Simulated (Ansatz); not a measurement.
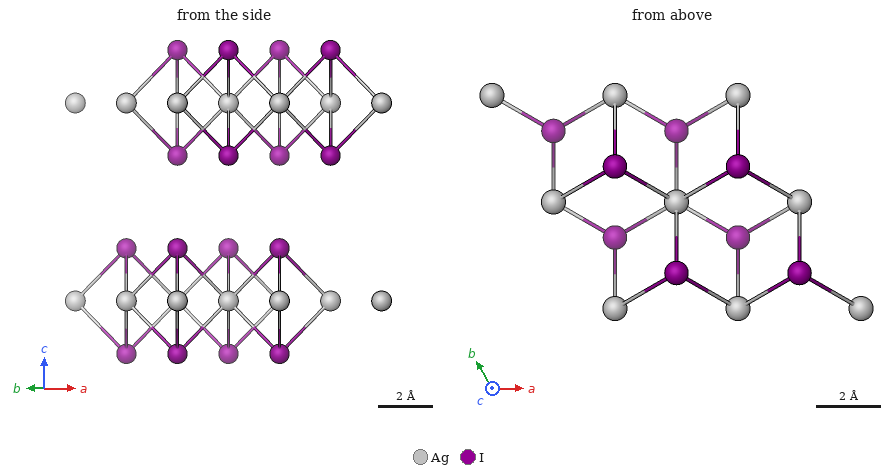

A ball-and-stick picture of a periodic slab, seen from the side and from above. The surface normal points up in side views; the vacuum is left out. 2×2 cells are drawn in the plane, with atoms at the edges repeated.

The cell holds 2 Ag, 4 I.

Which atoms form the outer planes?

The top face ends in I, the bottom face in I. The two faces are alike.

What is the slab's thickness, atom centre to atom centre?

About 11 Å from the lowest to the highest atom.

State the number of planes and their content from above.

Six planes: I / Ag / I / I / Ag / I.

It goes back to a structure type filled with these elements by a generator (whether the compound takes this form wasn't checked). The geometry was optimised with DFT PBE+D3(BJ), scalar-relativistic, plane waves, PAW in Ansatz 0.2.0.
